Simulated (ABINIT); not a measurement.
# YAlS3 (Pm-3m): phonons by linear response, part 3 of 6

How does YAlS3 (Pm-3m) vibrate, and is this structure a minimum?

ABINIT 10.8.3; DFT LDA, scalar-relativistic, plane waves, PseudoDojo norm-conserving pseudopotentials.

So far. Step 5 (Ground state): The cell stands at -0.22 GPa: the relaxation ran with a smoothed and higher cutoff, and the difference is a stress of the finite basis. Step 6 (Zone-centre response): The acoustic modes at Γ come out as far as 3.8 cm⁻¹ from zero, where they should vanish, a small numerical error. The lowest optical mode is imaginary, 169i cm⁻¹, an instability at this level and on this k mesh. The relaxed cell has a = 4.536 Å (conventional setting).

The structure was built from a prototype and need not be the compound's stable phase.

## 7. Modes with the sum rule

anaddb reads the merged derivatives and imposes the acoustic sum rule.

anaddb.abi

```
ddb_filepath "gamma_DDB"
output_file "anaddb.abo"
outdata_prefix "anaddb"
asr 1
chneut 1
enunit 2
eivec 1
nph1l 1
qph1l 0.0 0.0 0.0 1.0
```

mrgddb.in

```
gamma_DDB
merged
2
dfpt_gammao_DDB
gso_DDB
```

Run with:

```sh
> mrgddb < mrgddb.in > mrgddb.log
> OMP_NUM_THREADS=1 anaddb anaddb.abi > anaddb.log
```

anaddb.abo, the main output file:

```text
-outvars_anaddb: echo values of input variables ----------------------

 Miscellaneous information :
      enunit         2
       eivec         1
         asr         1
 First list of wavevector (reduced coord.) :
       nph1l         1
       qph1l
                     0.00000000E+00  0.00000000E+00  0.00000000E+00    1.000E+00

================================================================================

 read the DDB information and perform some checks

  ==== Info on the Cryst% object ====
 Real(R)+Recip(G) space primitive vectors, cartesian coordinates (Bohr,Bohr^-1):
 R(1)=  8.5711725  0.0000000  0.0000000  G(1)=  0.1166702  0.0000000  0.0000000
 R(2)=  0.0000000  8.5711725  0.0000000  G(2)=  0.0000000  0.1166702  0.0000000
 R(3)=  0.0000000  0.0000000  8.5711725  G(3)=  0.0000000  0.0000000  0.1166702
 Unit cell volume ucvol=  6.2968118E+02 bohr^3
 Angles (23,13,12)=  9.00000000E+01  9.00000000E+01  9.00000000E+01 degrees
 Time-reversal symmetry is present
 Reduced atomic positions [iatom, xred, symbol]:
    1)    0.0000000  0.0000000  0.0000000   Y
    2)    0.5000000  0.5000000  0.5000000  Al
    3)    0.5000000  0.5000000  0.0000000   S
    4)    0.5000000  0.0000000  0.5000000   S
    5)    0.0000000  0.5000000  0.5000000   S

 DDB file with 3 blocks has been read.

================================================================================

 Treat the first list of vectors

  Phonon wavevector (reduced coordinates) :  0.00000  0.00000  0.00000
 Phonon energies in Hartree :
  -7.720333E-04 -7.720333E-04 -7.720333E-04 -7.246598E-04 -7.246598E-04
  -7.246598E-04 -1.573502E-08 -1.558908E-08 -1.514281E-08  4.728252E-04
   4.728252E-04  4.728252E-04  2.189206E-03  2.189206E-03  2.189206E-03
 Phonon energies in meV     :
- -2.100810E+01 -2.100810E+01 -2.100810E+01 -1.971900E+01 -1.971900E+01
- -1.971900E+01 -4.281716E-04 -4.242004E-04 -4.120570E-04  1.286623E+01
-  1.286623E+01  1.286623E+01  5.957132E+01  5.957132E+01  5.957132E+01
 Phonon frequencies in cm-1    :
- -1.694417E+02 -1.694417E+02 -1.694417E+02 -1.590444E+02 -1.590444E+02
- -1.590444E+02 -3.453437E-03 -3.421407E-03 -3.323464E-03  1.037731E+02
-  1.037731E+02  1.037731E+02  4.804751E+02  4.804751E+02  4.804751E+02
 Phonon frequencies in Thz     :
- -5.079735E+00 -5.079735E+00 -5.079735E+00 -4.768032E+00 -4.768032E+00
- -4.768032E+00 -1.035314E-04 -1.025712E-04 -9.963493E-05  3.111040E+00
-  3.111040E+00  3.111040E+00  1.440428E+01  1.440428E+01  1.440428E+01
 Phonon energies in Kelvin  :
- -2.437888E+02 -2.437888E+02 -2.437888E+02 -2.288295E+02 -2.288295E+02
- -2.288295E+02 -4.968725E-03 -4.922642E-03 -4.781723E-03  1.493064E+02
-  1.493064E+02  1.493064E+02  6.912964E+02  6.912964E+02  6.912964E+02

 Eigendisplacements
 (will be given, for each mode : in cartesian coordinates
   for each atom the real part of the displacement vector,
   then the imaginary part of the displacement vector - absolute values smaller than 1.0d-7 are set to zero)
  Mode number    1   Energy   -7.720333E-04
 Attention : low frequency mode.
   (Could be unstable or acoustic mode)
-  1  0.00000000E+00  0.00000000E+00  0.00000000E+00
-     0.00000000E+00  0.00000000E+00  0.00000000E+00
-  2  0.00000000E+00  0.00000000E+00  0.00000000E+00
-     0.00000000E+00  0.00000000E+00  0.00000000E+00
-  3  0.00000000E+00  1.43981347E-07  0.00000000E+00
-     0.00000000E+00  0.00000000E+00  0.00000000E+00
-  4  0.00000000E+00  0.00000000E+00  2.92470829E-03
-     0.00000000E+00  0.00000000E+00  0.00000000E+00
-  5  0.00000000E+00 -1.43981347E-07 -2.92470829E-03
-     0.00000000E+00  0.00000000E+00  0.00000000E+00
  Mode number    2   Energy   -7.720333E-04
 Attention : low frequency mode.
   (Could be unstable or acoustic mode)
-  1  0.00000000E+00  0.00000000E+00  0.00000000E+00
-     0.00000000E+00  0.00000000E+00  0.00000000E+00
-  2  0.00000000E+00  0.00000000E+00  0.00000000E+00
-     0.00000000E+00  0.00000000E+00  0.00000000E+00
-  3  0.00000000E+00  2.92470829E-03  0.00000000E+00
-     0.00000000E+00  0.00000000E+00  0.00000000E+00
-  4  0.00000000E+00  0.00000000E+00 -1.43981349E-07
-     0.00000000E+00  0.00000000E+00  0.00000000E+00
-  5  0.00000000E+00 -2.92470829E-03  1.43981349E-07
-     0.00000000E+00  0.00000000E+00  0.00000000E+00
  Mode number    3   Energy   -7.720333E-04
 Attention : low frequency mode.
   (Could be unstable or acoustic mode)
-  1  0.00000000E+00  0.00000000E+00  0.00000000E+00
-     0.00000000E+00  0.00000000E+00  0.00000000E+00
-  2  0.00000000E+00  0.00000000E+00  0.00000000E+00
-     0.00000000E+00  0.00000000E+00  0.00000000E+00
-  3  2.92470830E-03  0.00000000E+00  0.00000000E+00
-     0.00000000E+00  0.00000000E+00  0.00000000E+00
-  4 -2.92470830E-03  0.00000000E+00  0.00000000E+00
-     0.00000000E+00  0.00000000E+00  0.00000000E+00
-  5  0.00000000E+00  0.00000000E+00  0.00000000E+00
-     0.00000000E+00  0.00000000E+00  0.00000000E+00
  Mode number    4   Energy   -7.246598E-04
 Attention : low frequency mode.
   (Could be unstable or acoustic mode)
-  1  0.00000000E+00  0.00000000E+00 -1.66317602E-03
-     0.00000000E+00  0.00000000E+00  0.00000000E+00
-  2  0.00000000E+00  0.00000000E+00 -1.42702895E-04
-     0.00000000E+00  0.00000000E+00  0.00000000E+00
-  3  0.00000000E+00  0.00000000E+00  4.34025862E-04
-     0.00000000E+00  0.00000000E+00  0.00000000E+00
-  4  0.00000000E+00  0.00000000E+00  2.14859410E-03
-     0.00000000E+00  0.00000000E+00  0.00000000E+00
-  5  0.00000000E+00  0.00000000E+00  2.14859410E-03
-     0.00000000E+00  0.00000000E+00  0.00000000E+00
  Mode number    5   Energy   -7.246598E-04
 Attention : low frequency mode.
   (Could be unstable or acoustic mode)
-  1  0.00000000E+00  1.66317602E-03  0.00000000E+00
-     0.00000000E+00  0.00000000E+00  0.00000000E+00
-  2  0.00000000E+00  1.42702895E-04  0.00000000E+00
-     0.00000000E+00  0.00000000E+00  0.00000000E+00
-  3  0.00000000E+00 -2.14859410E-03  0.00000000E+00
-     0.00000000E+00  0.00000000E+00  0.00000000E+00
-  4  0.00000000E+00 -4.34025861E-04  0.00000000E+00
-     0.00000000E+00  0.00000000E+00  0.00000000E+00
-  5  0.00000000E+00 -2.14859410E-03  0.00000000E+00
-     0.00000000E+00  0.00000000E+00  0.00000000E+00
  Mode number    6   Energy   -7.246598E-04
 Attention : low frequency mode.
   (Could be unstable or acoustic mode)
-  1  1.66317602E-03  0.00000000E+00  0.00000000E+00
-     0.00000000E+00  0.00000000E+00  0.00000000E+00
-  2  1.42702895E-04  0.00000000E+00  0.00000000E+00
-     0.00000000E+00  0.00000000E+00  0.00000000E+00
-  3 -2.14859410E-03  0.00000000E+00  0.00000000E+00
-     0.00000000E+00  0.00000000E+00  0.00000000E+00
-  4 -2.14859410E-03  0.00000000E+00  0.00000000E+00
-     0.00000000E+00  0.00000000E+00  0.00000000E+00
-  5 -4.34025861E-04  0.00000000E+00  0.00000000E+00
-     0.00000000E+00  0.00000000E+00  0.00000000E+00
  Mode number    7   Energy   -1.573502E-08
 Attention : low frequency mode.
   (Could be unstable or acoustic mode)
-  1  0.00000000E+00  0.00000000E+00  1.60822785E-03
-     0.00000000E+00  0.00000000E+00  0.00000000E+00
-  2  0.00000000E+00  0.00000000E+00  1.60841362E-03
-     0.00000000E+00  0.00000000E+00  0.00000000E+00
-  3  0.00000000E+00  0.00000000E+00  1.60838521E-03
-     0.00000000E+00  0.00000000E+00  0.00000000E+00
-  4  0.00000000E+00  0.00000000E+00  1.60827914E-03
-     0.00000000E+00  0.00000000E+00  0.00000000E+00
-  5  0.00000000E+00  0.00000000E+00  1.60827914E-03
-     0.00000000E+00  0.00000000E+00  0.00000000E+00
  Mode number    8   Energy   -1.558908E-08
 Attention : low frequency mode.
   (Could be unstable or acoustic mode)
-  1  0.00000000E+00  1.60822785E-03  0.00000000E+00
-     0.00000000E+00  0.00000000E+00  0.00000000E+00
-  2  0.00000000E+00  1.60841362E-03  0.00000000E+00
-     0.00000000E+00  0.00000000E+00  0.00000000E+00
-  3  0.00000000E+00  1.60827914E-03  0.00000000E+00
-     0.00000000E+00  0.00000000E+00  0.00000000E+00
-  4  0.00000000E+00  1.60838521E-03  0.00000000E+00
-     0.00000000E+00  0.00000000E+00  0.00000000E+00
-  5  0.00000000E+00  1.60827914E-03  0.00000000E+00
-     0.00000000E+00  0.00000000E+00  0.00000000E+00
  Mode number    9   Energy   -1.514281E-08
 Attention : low frequency mode.
   (Could be unstable or acoustic mode)
-  1  1.60822785E-03  0.00000000E+00  0.00000000E+00
-     0.00000000E+00  0.00000000E+00  0.00000000E+00
-  2  1.60841362E-03  0.00000000E+00  0.00000000E+00
-     0.00000000E+00  0.00000000E+00  0.00000000E+00
-  3  1.60827914E-03  0.00000000E+00  0.00000000E+00
-     0.00000000E+00  0.00000000E+00  0.00000000E+00
-  4  1.60827914E-03  0.00000000E+00  0.00000000E+00
-     0.00000000E+00  0.00000000E+00  0.00000000E+00
-  5  1.60838521E-03  0.00000000E+00  0.00000000E+00
-     0.00000000E+00  0.00000000E+00  0.00000000E+00
  Mode number   10   Energy    4.728252E-04
-  1  0.00000000E+00  0.00000000E+00 -9.04281534E-04
-     0.00000000E+00  0.00000000E+00  0.00000000E+00
-  2  0.00000000E+00  0.00000000E+00  3.14885356E-03
-     0.00000000E+00  0.00000000E+00  0.00000000E+00
-  3  0.00000000E+00  0.00000000E+00  2.03258262E-03
-     0.00000000E+00  0.00000000E+00  0.00000000E+00
-  4  0.00000000E+00  0.00000000E+00 -1.08769036E-03
-     0.00000000E+00  0.00000000E+00  0.00000000E+00
-  5  0.00000000E+00  0.00000000E+00 -1.08769036E-03
-     0.00000000E+00  0.00000000E+00  0.00000000E+00
  Mode number   11   Energy    4.728252E-04
-  1  0.00000000E+00 -9.04281534E-04  0.00000000E+00
-     0.00000000E+00  0.00000000E+00  0.00000000E+00
-  2  0.00000000E+00  3.14885356E-03  0.00000000E+00
-     0.00000000E+00  0.00000000E+00  0.00000000E+00
-  3  0.00000000E+00 -1.08769036E-03  0.00000000E+00
-     0.00000000E+00  0.00000000E+00  0.00000000E+00
-  4  0.00000000E+00  2.03258262E-03  0.00000000E+00
-     0.00000000E+00  0.00000000E+00  0.00000000E+00
-  5  0.00000000E+00 -1.08769036E-03  0.00000000E+00
-     0.00000000E+00  0.00000000E+00  0.00000000E+00
  Mode number   12   Energy    4.728252E-04
-  1  9.04281534E-04  0.00000000E+00  0.00000000E+00
-     0.00000000E+00  0.00000000E+00  0.00000000E+00
-  2 -3.14885356E-03  0.00000000E+00  0.00000000E+00
-     0.00000000E+00  0.00000000E+00  0.00000000E+00
-  3  1.08769036E-03  0.00000000E+00  0.00000000E+00
-     0.00000000E+00  0.00000000E+00  0.00000000E+00
-  4  1.08769036E-03  0.00000000E+00  0.00000000E+00
-     0.00000000E+00  0.00000000E+00  0.00000000E+00
-  5 -2.03258262E-03  0.00000000E+00  0.00000000E+00
-     0.00000000E+00  0.00000000E+00  0.00000000E+00
  Mode number   13   Energy    2.189206E-03
-  1  0.00000000E+00  0.00000000E+00  8.37888856E-06
-     0.00000000E+00  0.00000000E+00  0.00000000E+00
-  2  0.00000000E+00  0.00000000E+00  2.79446574E-03
-     0.00000000E+00  0.00000000E+00  0.00000000E+00
-  3  0.00000000E+00  0.00000000E+00 -3.19392606E-03
-     0.00000000E+00  0.00000000E+00  0.00000000E+00
-  4  0.00000000E+00  0.00000000E+00  4.09670497E-04
-     0.00000000E+00  0.00000000E+00  0.00000000E+00
-  5  0.00000000E+00  0.00000000E+00  4.09670497E-04
-     0.00000000E+00  0.00000000E+00  0.00000000E+00
  Mode number   14   Energy    2.189206E-03
-  1  0.00000000E+00 -8.37888852E-06  0.00000000E+00
-     0.00000000E+00  0.00000000E+00  0.00000000E+00
-  2  2.66393759E-07 -2.79446573E-03  0.00000000E+00
-     0.00000000E+00  0.00000000E+00  0.00000000E+00
-  3  0.00000000E+00 -4.09670495E-04  0.00000000E+00
-     0.00000000E+00  0.00000000E+00  0.00000000E+00
-  4  0.00000000E+00  3.19392605E-03  0.00000000E+00
-     0.00000000E+00  0.00000000E+00  0.00000000E+00
-  5 -3.04473932E-07 -4.09670495E-04  0.00000000E+00
-     0.00000000E+00  0.00000000E+00  0.00000000E+00
  Mode number   15   Energy    2.189206E-03
-  1  8.37888852E-06  0.00000000E+00  0.00000000E+00
-     0.00000000E+00  0.00000000E+00  0.00000000E+00
-  2  2.79446573E-03  2.66393759E-07  0.00000000E+00
-     0.00000000E+00  0.00000000E+00  0.00000000E+00
-  3  4.09670495E-04  0.00000000E+00  0.00000000E+00
-     0.00000000E+00  0.00000000E+00  0.00000000E+00
-  4  4.09670495E-04 -3.04473932E-07  0.00000000E+00
-     0.00000000E+00  0.00000000E+00  0.00000000E+00
-  5 -3.19392605E-03  0.00000000E+00  0.00000000E+00
-     0.00000000E+00  0.00000000E+00  0.00000000E+00

 Analysis of degeneracies and characters (maximum tolerance=1.00E-06 a.u.)
 For each vibration mode, or group of modes if degenerate,
 the characters are given for each symmetry operation (see the list in the log file).
 Symmetry characters of vibration mode #   1
       degenerate with vibration modes #   2 to    3
  3.0 -3.0 -1.0  1.0 -1.0  1.0 -1.0  1.0 -1.0  1.0  1.0 -1.0 -1.0  1.0  1.0 -1.0
  0.0 -0.0 -0.0  0.0  0.0 -0.0 -0.0  0.0 -1.0  1.0  1.0 -1.0  1.0 -1.0 -1.0  1.0
  0.0 -0.0  0.0 -0.0 -0.0  0.0 -0.0  0.0 -1.0  1.0 -1.0  1.0  1.0 -1.0  1.0 -1.0
 Symmetry characters of vibration mode #   4
       degenerate with vibration modes #   5 to    6
  3.0 -3.0 -1.0  1.0 -1.0  1.0 -1.0  1.0  1.0 -1.0 -1.0  1.0  1.0 -1.0 -1.0  1.0
  0.0 -0.0  0.0 -0.0 -0.0  0.0 -0.0  0.0  1.0 -1.0 -1.0  1.0 -1.0  1.0  1.0 -1.0
  0.0 -0.0 -0.0  0.0 -0.0  0.0  0.0 -0.0  1.0 -1.0  1.0 -1.0 -1.0  1.0 -1.0  1.0
 Symmetry characters of vibration mode #   7
       degenerate with vibration modes #   8 to    9
  3.0 -3.0 -1.0  1.0 -1.0  1.0 -1.0  1.0  1.0 -1.0 -1.0  1.0  1.0 -1.0 -1.0  1.0
 -0.0  0.0 -0.0  0.0  0.0 -0.0  0.0 -0.0  1.0 -1.0 -1.0  1.0 -1.0  1.0  1.0 -1.0
 -0.0  0.0  0.0 -0.0  0.0 -0.0 -0.0  0.0  1.0 -1.0  1.0 -1.0 -1.0  1.0 -1.0  1.0
 Symmetry characters of vibration mode #  10
       degenerate with vibration modes #  11 to   12
  3.0 -3.0 -1.0  1.0 -1.0  1.0 -1.0  1.0  1.0 -1.0 -1.0  1.0  1.0 -1.0 -1.0  1.0
  0.0 -0.0  0.0 -0.0 -0.0  0.0 -0.0  0.0  1.0 -1.0 -1.0  1.0 -1.0  1.0  1.0 -1.0
  0.0 -0.0 -0.0  0.0 -0.0  0.0  0.0 -0.0  1.0 -1.0  1.0 -1.0 -1.0  1.0 -1.0  1.0
 Symmetry characters of vibration mode #  13
       degenerate with vibration modes #  14 to   15
  3.0 -3.0 -1.0  1.0 -1.0  1.0 -1.0  1.0  1.0 -1.0 -1.0  1.0  1.0 -1.0 -1.0  1.0
  0.0 -0.0  0.0 -0.0 -0.0  0.0 -0.0  0.0  1.0 -1.0 -1.0  1.0 -1.0  1.0  1.0 -1.0
  0.0 -0.0 -0.0  0.0 -0.0  0.0  0.0 -0.0  1.0 -1.0  1.0 -1.0 -1.0  1.0 -1.0  1.0
-
```

Wall time 0.52 s (1 thread of Arm Neoverse V1, shared host).

No LO-TO term; unit eigenvectors of the mass-weighted matrix, from anaddb's displacements. Modes at Γ, with each element's share of the kinetic energy (negative means imaginary):

| mode | frequency (cm⁻¹) | symmetry | Y % | Al % | S % |
| --- | --- | --- | --- | --- | --- |
| 1 | -169.4 | T2u | 0 | 0 | 100 |
| 2 | -169.4 | T2u | 0 | 0 | 100 |
| 3 | -169.4 | T2u | 0 | 0 | 100 |
| 4 | -159.0 | T1u | 45 | 0 | 55 |
| 5 | -159.0 | T1u | 45 | 0 | 55 |
| 6 | -159.0 | T1u | 45 | 0 | 55 |
| 7 | 0.0 | acoustic | 42 | 13 | 45 |
| 8 | 0.0 | acoustic | 42 | 13 | 45 |
| 9 | 0.0 | acoustic | 42 | 13 | 45 |
| 10 | 103.8 | T1u | 13 | 49 | 38 |
| 11 | 103.8 | T1u | 13 | 49 | 38 |
| 12 | 103.8 | T1u | 13 | 49 | 38 |
| 13 | 480.5 | T1u | 0 | 38 | 62 |
| 14 | 480.5 | T1u | 0 | 38 | 62 |
| 15 | 480.5 | T1u | 0 | 38 | 62 |

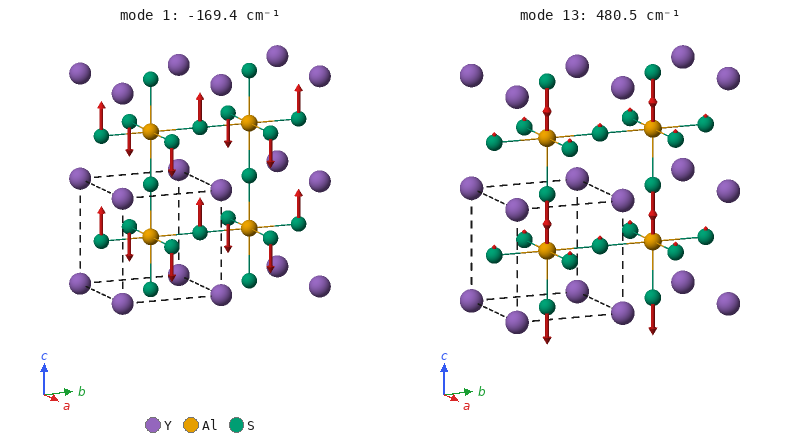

Displacement patterns of modes 1 and 13 at Γ; arrows are exaggerated. 1×2×2 cells are drawn. Some periodic images of atoms are drawn too.

The rule moves no optical mode by more than 0.1 cm⁻¹.

[end of part 3 of 6]

[Host names and launcher messages were left out of these logs when they were recorded.]

[Logs are printed without paths, hosts, clocks, repeated set-up lines and the standing remarks that a program may print on its own settings, such as how far it seeks lower states.]

[Hosts, paths, dates, database ids (printed as entryN), source tags and the programs' standing remarks are cut or masked in the printed files.]
